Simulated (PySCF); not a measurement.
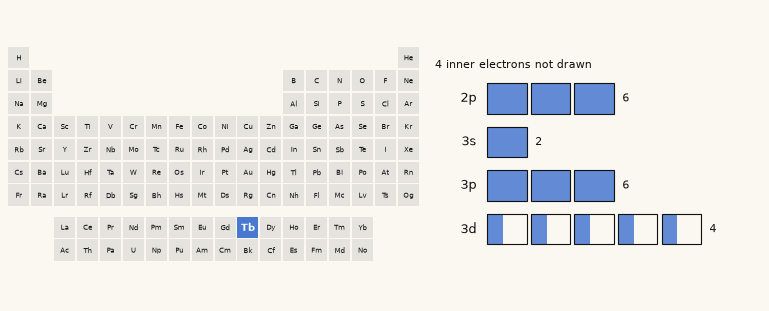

Fig. 1: Left, the place of terbium in the periodic table; right, the outer shells of the nominal configuration: a box for each of the 2l + 1 orbitals, shaded by the share of the shell that is filled, with the electron count at the right.

**Atomic calculation, with input and output: Tb⁴³⁺**

Tb⁴³⁺, configuration 1s2 2s2 2p6 3s2 3p6 3d4, multiplicity 5. Computed at this level: unrestricted PBE, even-tempered 18s12p7d4f3g, spin-free X2C-1e, Gaussian nucleus (PySCF).

Results in brief:

```
      quantity                      value
       outcome                  converged
  total energy        −10214.6504 hartree
          ⟨S²⟩                      6.000
          ⟨L²⟩                       6.00
SCF iterations                          4
      hardware  1 CPU thread, shared host
      CPU time    1.4 s (integrals apart)
```

Remarks:

The driver held the occupations shell by shell, and empty d levels lie below the filled 3d.

The input:
```python
from pyscf import gto, scf, dft, mp, cc
mol = gto.M(atom="Tb 0 0 0", charge=43, spin=4, symmetry="D2h",
            basis=gto.etbs([(0, 18, 8.8, 2.5), (1, 12, 11, 2.5), (2, 7, 11, 2.5), (3, 4, 42, 2.7), (4, 3, 63, 2.7)]),
            nucmod="G")
mf = dft.UKS(mol, xc="PBE").sfx2c1e()
mf.irrep_nelec = {'Ag': (4, 3), 'B1g': (1, 0), 'B2g': (1, 0), 'B3g': (1, 0), 'B1u': (2, 2), 'B2u': (2, 2), 'B3u': (2, 2)}
mf.kernel()
```

The script is an equivalent of what the driver set up; the driver started from orbitals of its own, so the log can be shorter than this script's would be, and it computed the properties (radii, ⟨L²⟩, response) afterwards. It held the occupations shell by shell, which the script's counts by irreducible representation don't always enforce.

Log (extracts):
```
damping factor = 0
level_shift factor = 0
DIIS = <class 'pyscf.scf.diis.CDIIS'>
diis_start_cycle = 1
diis_space = 10
diis_damp = 0
SCF conv_tol = 1e-09
SCF conv_tol_grad = None
number electrons alpha = 13  beta = 9
XC functionals = PBE
    J. P. Perdew, K. Burke, and M. Ernzerhof.,  Phys. Rev. Lett. 77, 3865 (1996)
    J. P. Perdew, K. Burke, and M. Ernzerhof.,  Phys. Rev. Lett. 78, 1396 (1997)
    J. P. Perdew, K. Burke, and M. Ernzerhof.,  Phys. Rev. Lett. 77, 3865 (1996)
    J. P. Perdew, K. Burke, and M. Ernzerhof.,  Phys. Rev. Lett. 78, 1396 (1997)
cycle= 1 E= -10214.650360663  delta_E= -0.0194  |g|= 0.0411  |ddm|= 0.0383
cycle= 2 E= -10214.6503696992  delta_E= -9.04e-06  |g|= 0.00166  |ddm|= 0.000588
cycle= 3 E= -10214.6503697184  delta_E= -1.91e-08  |g|= 2.6e-05  |ddm|= 2.98e-05
cycle= 4 E= -10214.6503697184  delta_E=    0  |g|= 1.53e-06  |ddm|= 3.81e-07
converged SCF energy = -10214.6503697184  <S^2> = 6.0000588  2S+1 = 5.0000235
```

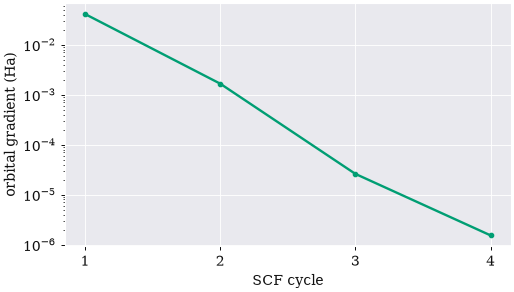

Fig. 2: Convergence: orbital gradient against the SCF cycle. The residual falls at every step. It goes from 0.041 to 1.5×10⁻⁶ in 4 steps.

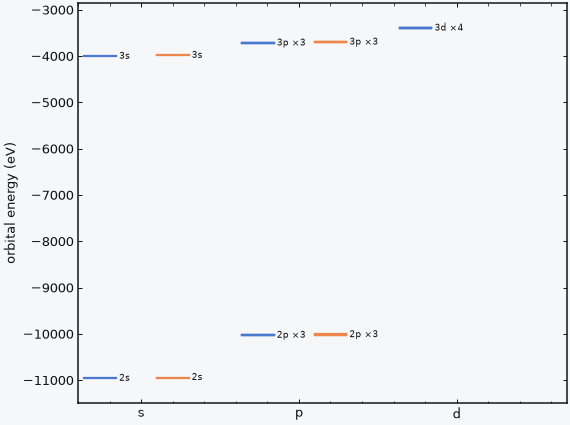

Fig. 3: Orbital energies of the mean field, from the top down to −10.96 keV, by angular momentum, α spin at the left of each column and β at the right; ×n counts the orbitals under one label. Empty levels that the record names by l alone aren't drawn. The highest filled orbital is 3d α at −3385 eV, the lowest empty one d α at −3388 eV.
